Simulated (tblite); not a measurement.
# C₄H₈OSi: geometry relaxation (part 3 of 3)

C₄H₈OSi; GFN2-xTB geometry optimisation, gas phase (tblite 0.8.0). 

Geometry of the input (Å):
```
C  2.0461  0.0484  0.0821
Si 0.3715  0.1413  -0.7113
C  -0.7041  -1.3048  -0.3064
C  -1.7667  -0.8999  0.4104
O  -1.9494  0.4146  0.7990
C  -0.8659  1.2194  0.2530
H  2.5744  1.0026  -0.0252
H  1.9723  -0.1658  1.1567
H  2.6591  -0.7314  -0.3743
H  0.4015  0.4322  -2.1531
H  -0.5086  -2.3095  -0.6400
H  -2.5627  -1.5483  0.7868
H  -0.3752  1.7235  1.1054
H  -1.2928  1.9773  -0.4054
```

**Trajectory as extended XYZ, continued**
```
14
Properties=species:S:1:pos:R:3:forces:R:3 step=36 energy=-500.51882
C     2.1061    0.0701    0.0798   -0.0040   0.0010  -0.0030
Si    0.3760    0.0944   -0.7030    0.0010  -0.0200  -0.0120
C    -0.7446   -1.3480   -0.3149    0.0080   0.0030  -0.0030
C    -1.7860   -0.9067    0.3990    0.0030  -0.0010  -0.0060
O    -1.9232    0.3824    0.7377   -0.0110  -0.0050  -0.0040
C    -0.8658    1.2168    0.2533   -0.0020  -0.0040  -0.0010
H     2.6077    1.0250   -0.0453    0.0030   0.0050   0.0020
H     2.0672   -0.1494    1.1431   -0.0040   0.0000   0.0020
H     2.7245   -0.6877   -0.3903    0.0020   0.0010  -0.0050
H     0.4575    0.4937   -2.1177   -0.0040  -0.0030   0.0130
H    -0.6548   -2.3849   -0.5790    0.0030   0.0100   0.0080
H    -2.6021   -1.5107    0.7735    0.0010   0.0100   0.0020
H    -0.4370    1.7251    1.1192    0.0030  -0.0050   0.0050
H    -1.3260    1.9794   -0.3776    0.0010   0.0070   0.0030
14
Properties=species:S:1:pos:R:3:forces:R:3 step=37 energy=-500.51885
C     2.1068    0.0704    0.0795   -0.0040   0.0020  -0.0010
Si    0.3760    0.0939   -0.7028    0.0060  -0.0130  -0.0070
C    -0.7447   -1.3481   -0.3143    0.0060   0.0040  -0.0020
C    -1.7866   -0.9068    0.3989    0.0010   0.0020  -0.0070
O    -1.9239    0.3825    0.7371   -0.0090  -0.0020  -0.0040
C    -0.8660    1.2167    0.2534   -0.0010  -0.0050   0.0000
H     2.6085    1.0256   -0.0449   -0.0020   0.0000  -0.0020
H     2.0682   -0.1491    1.1430   -0.0040  -0.0030  -0.0030
H     2.7254   -0.6872   -0.3912   -0.0020   0.0060  -0.0010
H     0.4570    0.4927   -2.1176   -0.0030  -0.0030   0.0110
H    -0.6548   -2.3848   -0.5787    0.0030   0.0040   0.0080
H    -2.6035   -1.5098    0.7729    0.0030   0.0060   0.0010
H    -0.4371    1.7240    1.1200    0.0010  -0.0030   0.0000
H    -1.3261    1.9796   -0.3775    0.0050   0.0060   0.0070
14
Properties=species:S:1:pos:R:3:forces:R:3 step=38 energy=-500.51887
C     2.1072    0.0706    0.0793   -0.0020   0.0020   0.0000
Si    0.3761    0.0933   -0.7028    0.0070  -0.0030   0.0000
C    -0.7447   -1.3482   -0.3139    0.0020   0.0020   0.0000
C    -1.7869   -0.9068    0.3987   -0.0010   0.0040  -0.0060
O    -1.9245    0.3824    0.7367   -0.0040   0.0010  -0.0060
C    -0.8661    1.2165    0.2534    0.0000  -0.0050   0.0000
H     2.6091    1.0259   -0.0446   -0.0060  -0.0030  -0.0040
H     2.0687   -0.1489    1.1429   -0.0040  -0.0040  -0.0060
H     2.7259   -0.6868   -0.3917   -0.0040   0.0070   0.0010
H     0.4566    0.4920   -2.1173   -0.0020  -0.0020   0.0060
H    -0.6547   -2.3846   -0.5784    0.0030  -0.0020   0.0070
H    -2.6043   -1.5092    0.7725    0.0040   0.0020   0.0000
H    -0.4371    1.7233    1.1204   -0.0010  -0.0040  -0.0030
H    -1.3260    1.9798   -0.3773    0.0070   0.0040   0.0090
14
Properties=species:S:1:pos:R:3:forces:R:3 step=39 energy=-500.51889
C     2.1074    0.0708    0.0791   -0.0010   0.0010   0.0010
Si    0.3763    0.0929   -0.7027    0.0030   0.0050   0.0070
C    -0.7446   -1.3481   -0.3137   -0.0010  -0.0010   0.0010
C    -1.7871   -0.9067    0.3985   -0.0020   0.0040  -0.0040
O    -1.9250    0.3824    0.7362    0.0000   0.0040  -0.0070
C    -0.8662    1.2163    0.2534    0.0020  -0.0030   0.0000
H     2.6093    1.0262   -0.0446   -0.0070  -0.0020  -0.0040
H     2.0690   -0.1489    1.1427   -0.0030  -0.0040  -0.0060
H     2.7262   -0.6863   -0.3920   -0.0030   0.0060   0.0010
H     0.4563    0.4915   -2.1170   -0.0010  -0.0010   0.0010
H    -0.6546   -2.3845   -0.5780    0.0030  -0.0070   0.0070
H    -2.6048   -1.5088    0.7722    0.0040  -0.0010  -0.0010
H    -0.4371    1.7227    1.1207   -0.0010  -0.0050  -0.0040
H    -1.3258    1.9801   -0.3770    0.0080   0.0030   0.0080
14
Properties=species:S:1:pos:R:3:forces:R:3 step=40 energy=-500.51891
C     2.1076    0.0711    0.0790    0.0000   0.0010   0.0010
Si    0.3766    0.0924   -0.7025   -0.0020   0.0110   0.0100
C    -0.7445   -1.3481   -0.3134   -0.0040  -0.0040   0.0030
C    -1.7874   -0.9065    0.3981   -0.0040   0.0030  -0.0020
O    -1.9256    0.3825    0.7356    0.0030   0.0050  -0.0080
C    -0.8662    1.2159    0.2534    0.0030   0.0000   0.0000
H     2.6093    1.0264   -0.0446   -0.0070   0.0010  -0.0040
H     2.0693   -0.1490    1.1424   -0.0030  -0.0040  -0.0030
H     2.7265   -0.6857   -0.3924   -0.0010   0.0030   0.0000
H     0.4559    0.4909   -2.1166    0.0000   0.0010  -0.0050
H    -0.6543   -2.3845   -0.5774    0.0030  -0.0090   0.0060
H    -2.6053   -1.5082    0.7719    0.0030  -0.0050  -0.0020
H    -0.4372    1.7219    1.1209    0.0000  -0.0050  -0.0020
H    -1.3254    1.9804   -0.3765    0.0090   0.0030   0.0060
14
Properties=species:S:1:pos:R:3:forces:R:3 step=41 energy=-500.51893
C     2.1079    0.0714    0.0788   -0.0010   0.0000   0.0010
Si    0.3768    0.0919   -0.7020   -0.0090   0.0140   0.0090
C    -0.7445   -1.3482   -0.3130   -0.0040  -0.0060   0.0040
C    -1.7880   -0.9063    0.3975   -0.0040  -0.0010   0.0000
O    -1.9263    0.3828    0.7346    0.0050   0.0050  -0.0080
C    -0.8661    1.2155    0.2535    0.0040   0.0050   0.0000
H     2.6092    1.0268   -0.0448   -0.0060   0.0050  -0.0040
H     2.0697   -0.1491    1.1419   -0.0010  -0.0050   0.0020
H     2.7269   -0.6848   -0.3931    0.0020  -0.0010  -0.0010
H     0.4555    0.4900   -2.1160    0.0010   0.0020  -0.0100
H    -0.6539   -2.3847   -0.5765    0.0010  -0.0100   0.0070
H    -2.6060   -1.5075    0.7714    0.0010  -0.0080  -0.0030
H    -0.4373    1.7208    1.1213    0.0020  -0.0040   0.0030
H    -1.3246    1.9808   -0.3757    0.0080   0.0040   0.0010
14
Properties=species:S:1:pos:R:3:forces:R:3 step=42 energy=-500.51897
C     2.1083    0.0718    0.0785   -0.0020  -0.0010   0.0000
Si    0.3771    0.0915   -0.7013   -0.0140   0.0110   0.0020
C    -0.7446   -1.3485   -0.3124   -0.0020  -0.0070   0.0040
C    -1.7887   -0.9060    0.3967   -0.0020  -0.0040   0.0020
O    -1.9272    0.3832    0.7331    0.0030   0.0030  -0.0070
C    -0.8660    1.2151    0.2535    0.0040   0.0090   0.0010
H     2.6089    1.0275   -0.0450   -0.0050   0.0080  -0.0020
H     2.0704   -0.1493    1.1414    0.0010  -0.0050   0.0060
H     2.7275   -0.6837   -0.3940    0.0040  -0.0040  -0.0020
H     0.4549    0.4890   -2.1153    0.0020   0.0030  -0.0120
H    -0.6534   -2.3851   -0.5753   -0.0010  -0.0080   0.0080
H    -2.6070   -1.5067    0.7707   -0.0010  -0.0110  -0.0040
H    -0.4374    1.7193    1.1219    0.0050  -0.0020   0.0090
H    -1.3234    1.9815   -0.3748    0.0080   0.0070  -0.0040
14
Properties=species:S:1:pos:R:3:forces:R:3 step=43 energy=-500.51901
C     2.1087    0.0723    0.0782   -0.0040  -0.0010  -0.0010
Si    0.3771    0.0912   -0.7003   -0.0140   0.0030  -0.0080
C    -0.7447   -1.3490   -0.3115    0.0020  -0.0050   0.0030
C    -1.7897   -0.9057    0.3958    0.0000  -0.0080   0.0030
O    -1.9283    0.3838    0.7311   -0.0010  -0.0010  -0.0030
C    -0.8657    1.2147    0.2536    0.0020   0.0130   0.0030
H     2.6084    1.0284   -0.0454   -0.0040   0.0090   0.0000
H     2.0711   -0.1496    1.1409    0.0040  -0.0040   0.0080
H     2.7283   -0.6823   -0.3952    0.0040  -0.0060  -0.0020
H     0.4542    0.4877   -2.1148    0.0020   0.0030  -0.0120
H    -0.6527   -2.3858   -0.5734   -0.0030  -0.0040   0.0090
H    -2.6083   -1.5060    0.7697   -0.0030  -0.0120  -0.0050
H    -0.4374    1.7172    1.1229    0.0080   0.0010   0.0150
H    -1.3218    1.9825   -0.3737    0.0070   0.0110  -0.0100
14
Properties=species:S:1:pos:R:3:forces:R:3 step=44 energy=-500.51906
C     2.1093    0.0730    0.0777   -0.0060  -0.0020  -0.0020
Si    0.3770    0.0908   -0.6992   -0.0080  -0.0080  -0.0210
C    -0.7447   -1.3497   -0.3102    0.0060  -0.0020   0.0030
C    -1.7910   -0.9054    0.3945    0.0040  -0.0090   0.0050
O    -1.9299    0.3845    0.7281   -0.0070  -0.0050   0.0010
C    -0.8654    1.2145    0.2538   -0.0010   0.0130   0.0050
H     2.6077    1.0298   -0.0458   -0.0050   0.0070   0.0040
H     2.0722   -0.1502    1.1402    0.0080  -0.0010   0.0070
H     2.7294   -0.6805   -0.3969    0.0020  -0.0060  -0.0010
H     0.4532    0.4860   -2.1143    0.0030   0.0030  -0.0100
H    -0.6518   -2.3870   -0.5707   -0.0040   0.0010   0.0100
H    -2.6100   -1.5052    0.7682   -0.0050  -0.0120  -0.0060
H    -0.4372    1.7144    1.1245    0.0090   0.0040   0.0200
H    -1.3194    1.9843   -0.3722    0.0060   0.0150  -0.0140
14
Properties=species:S:1:pos:R:3:forces:R:3 step=45 energy=-500.51914
C     2.1099    0.0740    0.0770   -0.0070  -0.0030  -0.0020
Si    0.3766    0.0903   -0.6981    0.0020  -0.0200  -0.0310
C    -0.7446   -1.3508   -0.3082    0.0090   0.0030   0.0020
C    -1.7929   -0.9051    0.3928    0.0080  -0.0070   0.0080
O    -1.9323    0.3855    0.7237   -0.0120  -0.0070   0.0050
C    -0.8649    1.2145    0.2541   -0.0050   0.0100   0.0070
H     2.6066    1.0320   -0.0462   -0.0070   0.0010   0.0080
H     2.0737   -0.1511    1.1392    0.0110   0.0040   0.0020
H     2.7310   -0.6779   -0.3991   -0.0020  -0.0030   0.0000
H     0.4518    0.4836   -2.1140    0.0030   0.0030  -0.0070
H    -0.6505   -2.3887   -0.5663   -0.0050   0.0060   0.0100
H    -2.6125   -1.5043    0.7660   -0.0060  -0.0100  -0.0080
H    -0.4368    1.7102    1.1272    0.0070   0.0060   0.0200
H    -1.3158    1.9872   -0.3703    0.0050   0.0160  -0.0150
14
Properties=species:S:1:pos:R:3:forces:R:3 step=46 energy=-500.51925
C     2.1105    0.0753    0.0760   -0.0070  -0.0040  -0.0030
Si    0.3761    0.0895   -0.6974    0.0130  -0.0260  -0.0330
C    -0.7443   -1.3521   -0.3056    0.0100   0.0080   0.0030
C    -1.7950   -0.9049    0.3907    0.0100  -0.0020   0.0100
O    -1.9356    0.3868    0.7182   -0.0130  -0.0060   0.0080
C    -0.8644    1.2146    0.2546   -0.0070   0.0030   0.0070
H     2.6052    1.0346   -0.0465   -0.0110  -0.0070   0.0130
H     2.0755   -0.1523    1.1380    0.0130   0.0100  -0.0050
H     2.7329   -0.6747   -0.4019   -0.0070   0.0010   0.0010
H     0.4498    0.4805   -2.1141    0.0030   0.0030  -0.0060
H    -0.6489   -2.3907   -0.5604   -0.0050   0.0090   0.0080
H    -2.6155   -1.5036    0.7631   -0.0040  -0.0050  -0.0100
H    -0.4360    1.7050    1.1310    0.0000   0.0050   0.0140
H    -1.3110    1.9915   -0.3679    0.0050   0.0120  -0.0090
14
Properties=species:S:1:pos:R:3:forces:R:3 step=47 energy=-500.51934
C     2.1108    0.0763    0.0751   -0.0050  -0.0050  -0.0030
Si    0.3757    0.0884   -0.6974    0.0160  -0.0200  -0.0220
C    -0.7437   -1.3531   -0.3032    0.0060   0.0090   0.0040
C    -1.7966   -0.9047    0.3891    0.0090   0.0040   0.0110
O    -1.9387    0.3878    0.7132   -0.0070  -0.0020   0.0080
C    -0.8641    1.2149    0.2551   -0.0040  -0.0060   0.0040
H     2.6036    1.0369   -0.0465   -0.0140  -0.0120   0.0150
H     2.0772   -0.1533    1.1369    0.0120   0.0130  -0.0100
H     2.7344   -0.6719   -0.4042   -0.0090   0.0030   0.0010
H     0.4482    0.4779   -2.1146    0.0030   0.0030  -0.0070
H    -0.6475   -2.3924   -0.5549   -0.0040   0.0080   0.0060
H    -2.6181   -1.5032    0.7603    0.0000   0.0000  -0.0110
H    -0.4352    1.7004    1.1346   -0.0090   0.0000   0.0040
H    -1.3066    1.9956   -0.3658    0.0060   0.0030   0.0010
14
Properties=species:S:1:pos:R:3:forces:R:3 step=48 energy=-500.51941
C     2.1107    0.0767    0.0746   -0.0030  -0.0050  -0.0030
Si    0.3757    0.0875   -0.6979    0.0100  -0.0070  -0.0070
C    -0.7433   -1.3535   -0.3018    0.0020   0.0060   0.0050
C    -1.7973   -0.9046    0.3885    0.0060   0.0080   0.0100
O    -1.9405    0.3883    0.7106    0.0000   0.0030   0.0050
C    -0.8639    1.2151    0.2555    0.0010  -0.0120  -0.0010
H     2.6024    1.0379   -0.0462   -0.0130  -0.0100   0.0130
H     2.0783   -0.1537    1.1362    0.0070   0.0120  -0.0080
H     2.7350   -0.6703   -0.4054   -0.0070   0.0020  -0.0010
H     0.4473    0.4766   -2.1152    0.0040   0.0020  -0.0090
H    -0.6468   -2.3932   -0.5515   -0.0020   0.0050   0.0040
H    -2.6195   -1.5032    0.7585    0.0040   0.0040  -0.0100
H    -0.4349    1.6978    1.1368   -0.0140  -0.0050  -0.0050
H    -1.3039    1.9981   -0.3647    0.0060  -0.0050   0.0090
14
Properties=species:S:1:pos:R:3:forces:R:3 step=49 energy=-500.51946
C     2.1106    0.0768    0.0742   -0.0020  -0.0040  -0.0020
Si    0.3758    0.0867   -0.6985    0.0000   0.0050   0.0040
C    -0.7430   -1.3536   -0.3010   -0.0020   0.0030   0.0060
C    -1.7975   -0.9045    0.3884    0.0020   0.0080   0.0060
O    -1.9415    0.3886    0.7095    0.0060   0.0050   0.0020
C    -0.8638    1.2149    0.2557    0.0050  -0.0120  -0.0050
H     2.6014    1.0383   -0.0458   -0.0090  -0.0040   0.0080
H     2.0793   -0.1535    1.1357    0.0030   0.0080  -0.0030
H     2.7351   -0.6695   -0.4061   -0.0030  -0.0010  -0.0040
H     0.4471    0.4760   -2.1156    0.0040   0.0010  -0.0090
H    -0.6466   -2.3934   -0.5498   -0.0020   0.0020   0.0020
H    -2.6201   -1.5032    0.7573    0.0050   0.0050  -0.0080
H    -0.4350    1.6966    1.1379   -0.0130  -0.0070  -0.0090
H    -1.3024    1.9992   -0.3641    0.0050  -0.0100   0.0110
14
Properties=species:S:1:pos:R:3:forces:R:3 step=50 energy=-500.51949
C     2.1106    0.0768    0.0739   -0.0010  -0.0020  -0.0010
Si    0.3760    0.0861   -0.6986   -0.0060   0.0110   0.0070
C    -0.7429   -1.3536   -0.3001   -0.0020   0.0000   0.0050
C    -1.7978   -0.9042    0.3884   -0.0010   0.0050   0.0010
O    -1.9422    0.3889    0.7087    0.0080   0.0050   0.0000
C    -0.8636    1.2145    0.2559    0.0060  -0.0080  -0.0050
H     2.6004    1.0387   -0.0455   -0.0040   0.0020   0.0030
H     2.0804   -0.1532    1.1353   -0.0010   0.0030   0.0020
H     2.7353   -0.6688   -0.4070    0.0010  -0.0030  -0.0050
H     0.4470    0.4755   -2.1159    0.0040   0.0000  -0.0070
H    -0.6465   -2.3935   -0.5484   -0.0020   0.0010   0.0020
H    -2.6209   -1.5029    0.7560    0.0040   0.0040  -0.0040
H    -0.4354    1.6955    1.1387   -0.0090  -0.0070  -0.0080
H    -1.3010    1.9998   -0.3635    0.0030  -0.0100   0.0090
14
Properties=species:S:1:pos:R:3:forces:R:3 step=51 energy=-500.51951
C     2.1107    0.0770    0.0735    0.0000   0.0000   0.0000
Si    0.3761    0.0857   -0.6983   -0.0070   0.0100   0.0040
C    -0.7429   -1.3538   -0.2992    0.0000  -0.0010   0.0030
C    -1.7984   -0.9038    0.3881   -0.0010   0.0010  -0.0020
O    -1.9430    0.3894    0.7074    0.0070   0.0020   0.0000
C    -0.8633    1.2140    0.2560    0.0040  -0.0030  -0.0030
H     2.5994    1.0394   -0.0453   -0.0010   0.0060  -0.0010
H     2.0816   -0.1530    1.1348   -0.0030  -0.0020   0.0050
H     2.7358   -0.6678   -0.4081    0.0020  -0.0030  -0.0040
H     0.4469    0.4747   -2.1160    0.0030  -0.0010  -0.0040
H    -0.6464   -2.3939   -0.5468   -0.0020   0.0010   0.0020
H    -2.6219   -1.5023    0.7547    0.0010   0.0020  -0.0010
H    -0.4359    1.6938    1.1395   -0.0030  -0.0050  -0.0030
H    -1.2994    2.0004   -0.3627    0.0000  -0.0070   0.0040
14
Properties=species:S:1:pos:R:3:forces:R:3 step=52 energy=-500.51952
C     2.1109    0.0772    0.0733    0.0000   0.0010   0.0010
Si    0.3760    0.0855   -0.6980   -0.0030   0.0040  -0.0010
C    -0.7429   -1.3541   -0.2984    0.0020   0.0000   0.0020
C    -1.7989   -0.9036    0.3878   -0.0010  -0.0010  -0.0030
O    -1.9436    0.3897    0.7063    0.0030   0.0000   0.0010
C    -0.8631    1.2137    0.2560    0.0020   0.0000   0.0000
H     2.5988    1.0400   -0.0453    0.0000   0.0050  -0.0020
H     2.0823   -0.1530    1.1345   -0.0030  -0.0030   0.0030
H     2.7363   -0.6670   -0.4090    0.0010  -0.0010  -0.0030
H     0.4466    0.4739   -2.1160    0.0030  -0.0010  -0.0010
H    -0.6462   -2.3942   -0.5454   -0.0020   0.0010   0.0020
H    -2.6227   -1.5019    0.7538   -0.0010   0.0010   0.0000
H    -0.4361    1.6924    1.1402    0.0010  -0.0030   0.0000
H    -1.2983    2.0009   -0.3619   -0.0020  -0.0040   0.0000
```

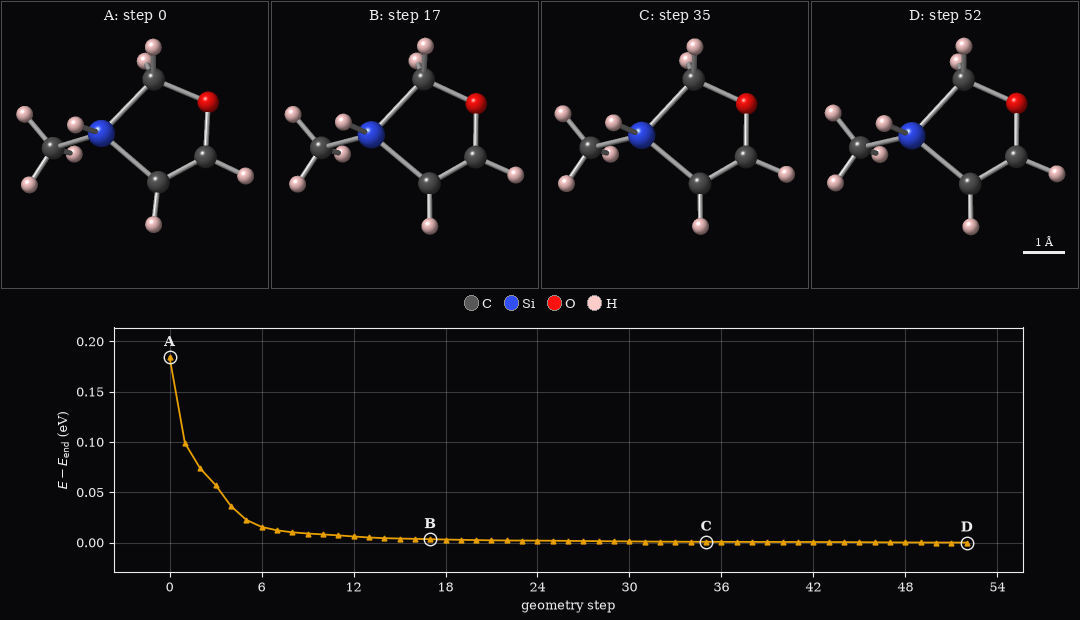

Fig. 1: Frames of the relaxation (ball-and-stick view, seen at a tilt) above the curves, on which the letters mark them (steps are counted from 0).

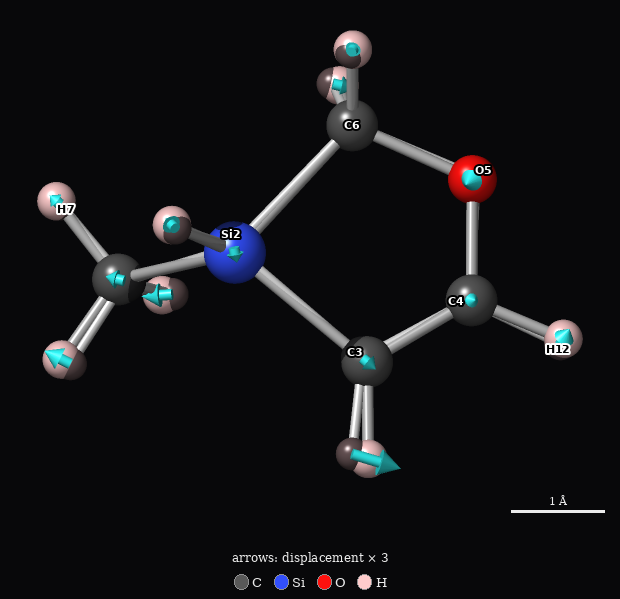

Fig. 2: Start (faint) and end (solid) with the displacements as teal arrows, magnified 3 times (ball-and-stick view, seen at a tilt). The two geometries are laid on each other by the best rigid fit. After 52 geometry steps the energy has fallen by 0.184 eV. The largest force component goes from 1.4 to 0.005 eV/Å. H11 moves most after the best rigid fit: 0.19 Å. Largest moves by element: H 0.19 Å, O 0.10 Å, C 0.07 Å, Si 0.06 Å. Distances before and after: C1–Si2 1.855 → 1.899 Å, C4–O5 1.383 → 1.340 Å, Si2–C6 1.904 → 1.928 Å, O5–C6 1.456 → 1.432 Å. Among the angles that change: Si2–C3–H11 123.8° → 130.1°, C4–C3–H11 126.2° → 121.0°, C4–O5–C6 108.8° → 113.5°. (Atoms are counted from 1 in the order of the input.)

**Key numbers**

- outcome: converged
- total energy: −500.5195 eV
- peak memory: 0.18 GiB
